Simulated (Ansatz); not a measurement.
Ta₃: single-point calculation

The run: single-point calculation of Ta₃, multiplicity 2. Method and program: UKS PBE0-D4/def2-TZVP (Ansatz 0.2.0).

The geometry comes from this level: PBE0-D4/def2-TZVP. Figures and captions count atoms from 1; the log counts them from 0 in places.

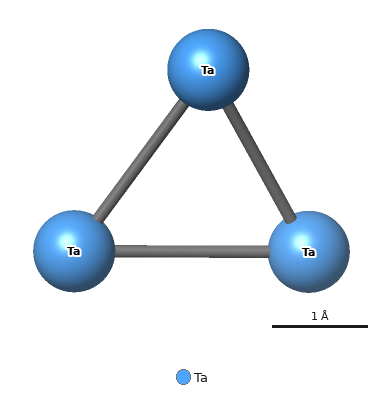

Figure 1. The structure (ball-and-stick view, seen at a tilt). Sticks mark near contacts.

Key numbers

- outcome: converged
- total energy: −4646.4412 eV
- mean-field energy: −4646.3217 eV
- dispersion energy: −0.1195 eV
- ⟨S²⟩: 2.257
- SCF solution under orbital rotations: stable
- HOMO (either spin): −4.15 eV
- LUMO (either spin): −2.09 eV
- largest force (length of the vector): 0.652 eV/Å
- dipole moment: 0.14 D
- hardware: 2 threads of AMD EPYC, 54 GiB of memory available, shared host
- wall time: 4 min (CPU time 7.9 min)
- peak memory: 0.51 GiB

⟨S²⟩ is 2.26 against 0.75 for a pure state: the solution is spin-contaminated.

The input
```yaml
crystal:
  periodic: [false, false, false]
  atoms:
    - {symbol: Ta, position_ang: [-0.214258, 1.387799, 0.005035]}
    - {symbol: Ta, position_ang: [-1.134340, -0.878914, 0.015845]}
    - {symbol: Ta, position_ang: [1.348599, -0.508875, -0.020880]}
basis:
  gaussian: {orbitals: def2-TZVP, initial_orbitals: start.molden}
magnetization: {spin_polarized: true, initial_magnetization: 1}
hamiltonian: {xc: pbe0, dispersion: d4}
output: {forces: true, orbitals: {seedname: orbitals}}
```

Run as:
```bash
ansatz run in.yaml --threads 2 --pin off --events-out ev --progress --plain --max-ram 4352MiB
```

Output
```
Functional definition: PBE0
  name "PBE0"
  cite "Adamo & Barone, J. Chem. Phys. 110, 6158 (1999) doi:10.1063/1.478522"
  cite "Perdew, Burke & Ernzerhof, Phys. Rev. Lett. 77, 3865 (1996) doi:10.1103/PhysRevLett.77.3865"
  parent pbe
  parameter a = 0.25
  parameter kappa = 0.804
  parameter beta = 0.06672455060314922
  exchange = (1 - a)*pbe_x(kappa = kappa, mu = beta*pi^2/3) + a*exact_x
  correlation = pbe_c(beta = beta)
1125 factors; integrals over basis functions are off by at most 4.6e-4 eV
mean field evaluation 1: about -4645.9702 eV, gradient 7.1e1 eV
mean field evaluation 2: about -4646.0968 eV, gradient 7.2e-1 eV
mean field evaluation 4: about -4646.2232 eV, gradient 2.0e-1 eV
mean field evaluation 8: about -4646.2284 eV, gradient 3.8e-2 eV
mean field evaluation 16: about -4646.2287 eV, gradient 1.6e-5 eV
mean field evaluation 32: about -4646.2322 eV, gradient 1.8e-4 eV
mean field evaluation 64: about -4646.2396 eV, gradient 6.0e-2 eV
mean field evaluation 96: about -4578.4425 eV, gradient 8.8e2 eV
mean field evaluation 128: about -4581.5162 eV, gradient 8.7e2 eV
mean field evaluation 160: about -4581.8332 eV, gradient 8.6e2 eV
mean field evaluation 192: about -4583.5085 eV, gradient 8.1e2 eV
mean field evaluation 224: about -4573.8741 eV, gradient 8.3e2 eV
mean field evaluation 256: about -4582.2091 eV, gradient 8.2e2 eV
mean field evaluation 288: about -4579.4630 eV, gradient 8.2e2 eV
mean field evaluation 320: about -4577.3956 eV, gradient 9.1e2 eV
mean field evaluation 352: about -4582.1652 eV, gradient 9.0e2 eV
mean field evaluation 384: about -4582.8828 eV, gradient 8.0e2 eV
mean field evaluation 416: about -4580.2291 eV, gradient 8.1e2 eV
mean field evaluation 448: about -4581.1017 eV, gradient 8.7e2 eV
mean field evaluation 480: about -4583.5275 eV, gradient 8.2e2 eV
mean field evaluation 512: about -4646.2441 eV, gradient 7.5e-4 eV
mean field evaluation 544: about -4646.1768 eV, gradient 2.7e-1 eV
mean field evaluation 576: about -4646.1900 eV, gradient 7.4e-4 eV
mean field evaluation 608: about -4643.6691 eV, gradient 2.2e1 eV
mean field evaluation 640: about -4646.2057 eV, gradient 1.4e-2 eV
mean field evaluation 672: about -4646.2057 eV, gradient 1.0e-5 eV
mean field evaluation 704: about -4646.2530 eV, gradient 1.2e-3 eV
mean field evaluation 736: about -4646.2438 eV, gradient 8.4e-2 eV
mean field evaluation 768: about -4646.3132 eV, gradient 1.2e-1 eV
mean field evaluation 800: about -4646.3078 eV, gradient 4.4e-1 eV
mean field evaluation 832: about -4646.2325 eV, gradient 1.4e0 eV
mean field evaluation 864: about -4646.1424 eV, gradient 1.6e0 eV
mean field -4646.32167552 eV, -170.7491721855 hartree, gradient 2.7e-6 eV, S^2 2.256928; 27 other end points of the search recorded, 0 dependent functions left out
the calculation of the forces begins
reference -4646.32170017 eV, -170.7491730911 hartree; 20, 19 occupied and 100, 101 virtual orbitals, 1125 factors
Total energy: -4646.44120717 eV, -170.7535648925 hartree
Atom 0 at    -0.214258     1.387799     0.005035 Å, force    -0.089224    -0.382519     0.000835 eV/Å
Atom 1 at    -1.134340    -0.878914     0.015845 Å, force     0.525001     0.387171    -0.007359 eV/Å
Atom 2 at     1.348599    -0.508875    -0.020880 Å, force    -0.435777    -0.004652     0.006525 eV/Å
Dipole moment:     0.025512    -0.014431     0.003165 e Å
```

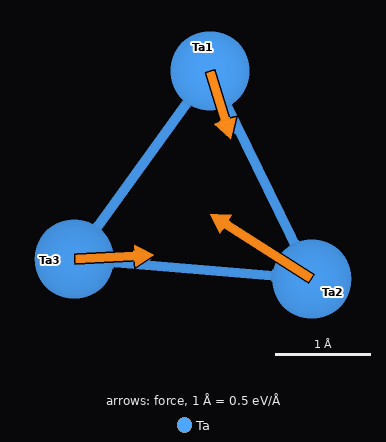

Figure 2. Forces on the atoms as orange arrows (ball-and-stick view, seen on its broad side; atoms are numbered from 1 in the order of the input). The largest act on Ta2 (0.65 eV/Å); Ta3 (0.44 eV/Å); Ta1 (0.39 eV/Å). The geometry is not a stationary point of this energy.

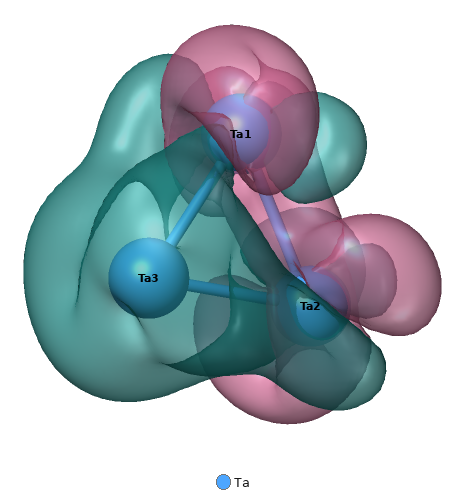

Figure 3. Isosurfaces of the spin density at +0.02 (teal) and −0.02 e/Å³ (pink), seen at a tilt. The unpaired spin (1 electron) lies mostly on Ta3 (about 1.4), in electrons by Hirshfeld's partition, with opposite, polarisation-induced spin on Ta1 and Ta2.

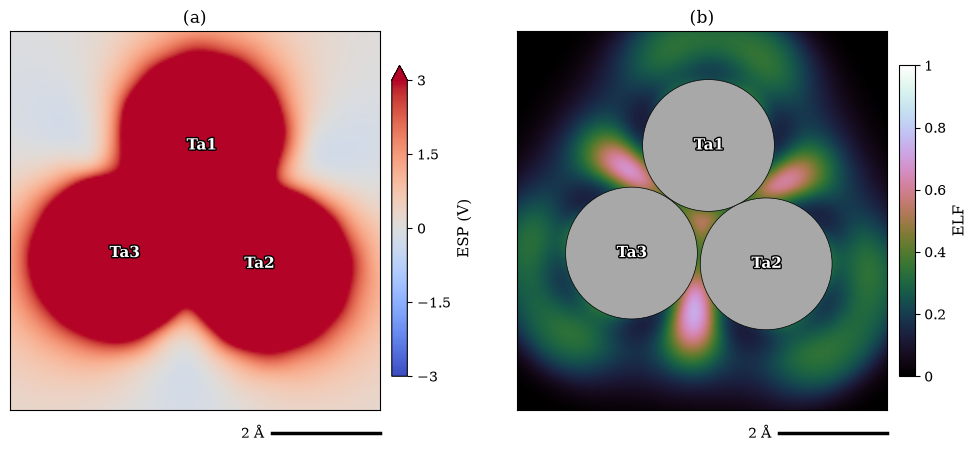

Figure 4. (a) molecular electrostatic potential; (b) ELF on the molecular plane. Grey discs, where drawn, cover atomic cores. The plane passes through Ta nuclei. Ta–Ta (2.45 Å): the ELF is about 0.35 at the midpoint. Ta–Ta (2.51 Å): the ELF is about 0.40 at the midpoint. The potential has no marked negative region in this plane.

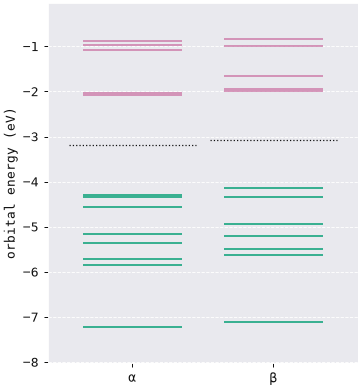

Figure 5. Orbital energies near the frontier for α and β spins; the dotted line parts filled from empty levels, and levels within 0.02 eV of each other stand side by side. α: highest filled −4.30 eV, lowest empty −2.09 eV, 2.21 eV apart; β: highest filled −4.15 eV, lowest empty −2.00 eV, 2.15 eV apart.
